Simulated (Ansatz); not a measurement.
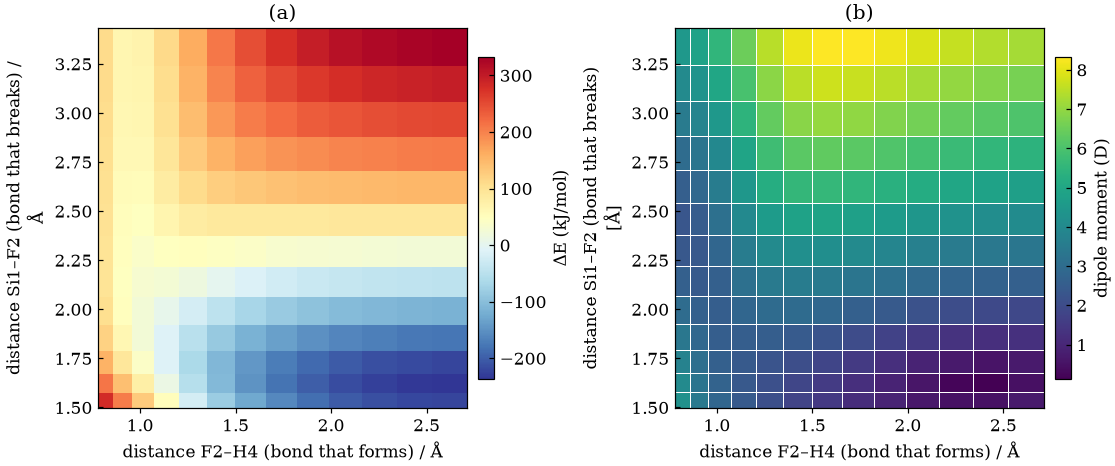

The reacting system FH3OSi (fragments FH₃OSi where the first distance is long, H₂OSi + FH where the second is long). The first coordinate is: distance F2–H4 (bond that forms); the second: distance Si1–F2 (bond that breaks). Relaxed at each point: all other coordinates. Grid: 13 × 13 points. Points are written as (first, second). All energies are given in kJ/mol relative to a guessed transition structure relaxed with its forming and breaking bonds held. The reference is spin-restricted, so regions where a bond is pulled apart into radicals lie too high. Theory: RKS PBE0-D4/def2-SVP (Ansatz).

Panel (a) is the energy and panel (b) the computed dipole moment on the same grid.

The picture shows one coloured cell a grid point.

### How does the dipole moment vary over the map, and what is it at the lowest grid point?

Leaving out the highest fifth of the energies, it runs from 0.1 D at (2.433 Å, 1.620 Å) to 7.5 D at (1.275 Å, 3.339 Å). At the lowest grid point, (2.619 Å, 1.620 Å), it is 0.5 D. That point lies on the edge of the scan.
